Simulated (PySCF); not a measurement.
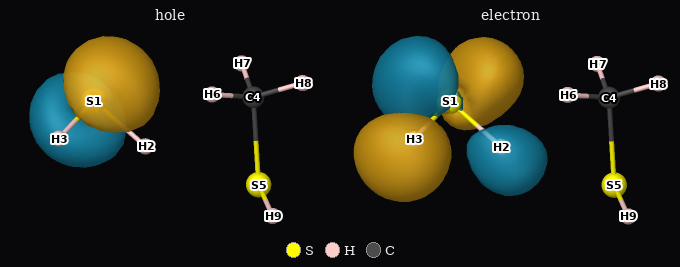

Figure 1: CH6S2, SMILES `S.CS`. Leading natural transition orbital pair of S₂ (TDA singlet states); the surfaces enclose about 70 % of each orbital's density.

PySCF calculation, LC-wPBE/def2-SVP, gas phase; geometry: an unrelaxed start of a pair search. Without diffuse functions Rydberg states are missing, so the states' numbers hold for this basis only.

Cartesian coordinates (Å):

```
S1      -2.2221   -0.0063   -0.0494
H2      -1.1386   -0.7229   -0.3181
H3      -2.2173   -0.3835    1.2227
C4       1.2927    1.1872    0.0132
S5       1.5621   -0.6138   -0.0715
H6       0.9184    1.4537    0.9966
H7       0.5491    1.4227   -0.7413
H8       2.2217    1.7041   -0.2042
H9       2.4698   -0.6755    0.8995
```

> Where does the state lie, and where do hole and electron sit?

6.78 eV (183 nm), f = 0.000 (very weak); the leading pair carries 100 %; hole on S1 (90 %), electron on S1 (58 %), H3 (27 %) and H2 (12 %); their centroids lie 0.4 Å apart. In canonical orbitals it is mainly HOMO−1 → LUMO+1 (78 %). The HOMO–LUMO gap is 12.74 eV.
